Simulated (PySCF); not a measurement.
Consider C$_{4}$H$_{6}$F$_{3}$Si$_{2}$ (doublet).

The calculation's input:

```
{"job": {"kind": "epr", "basis": "pcH-1"}, "charge": 0, "multiplicity": 2}
C      3.469920     0.959788     0.462078
C      2.623566     0.397232    -0.173715
Si     1.338998    -0.484947    -1.209929
C      0.151768    -1.259924     0.079371
Si    -0.715256    -0.014137     1.194193
F     -1.785344    -0.760539     2.151946
C     -1.838733     1.098063     0.074677
F     -2.182809     0.445370    -1.075913
F     -1.170517     2.215510    -0.329955
H      2.015395    -1.548302    -1.963375
H      0.688632     0.500649    -2.070421
H     -0.600581    -1.835994    -0.463587
H      0.705079    -1.970384     0.693098
H      0.070868     0.829725     2.070736
H     -2.775400     1.435881     0.538883
```

Command:

```sh
OMP_NUM_THREADS=1 python probes_run.py task.json out
```

Geometry: GFN2-xTB.

Computed with PySCF 2.14.0, density-fitted response routines, UKS B3LYP, pcH-1 on C F H Si, non-relativistic, mean-field spin-orbit, GIAO.

Question: Predict the electron density, electron localisation function and spin density between the atoms.

Answer: Si–F (1.62 Å): the density is about 1.1 e/Å³ at the midpoint; the ELF peaks at about 0.85 in the valence shell of F, 0.6 Å from its nucleus, and is about 0.50 at the midpoint.
C–Si (1.88 Å): the density is about 0.94 e/Å³ at the midpoint; the ELF peaks at about 0.95 between the atoms, as expected for a covalent bond.
C–Si (1.92 Å): ρ is about 0.88 e/Å³ halfway; the ELF peaks at about 0.95 between the atoms; a covalent bond.
The unpaired spin (1 electron) lies mostly on C1 (about 1.0), in electrons by Hirshfeld's partition.

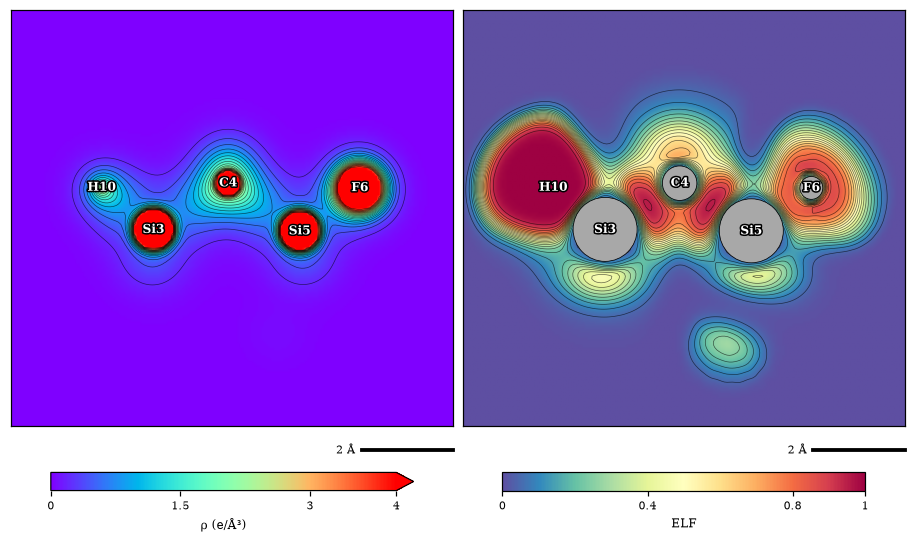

Computed electron density and electron localisation function on the plane of atoms C4, Si3 and H10, in this order. Grey discs cover the atomic cores in the ELF map. 
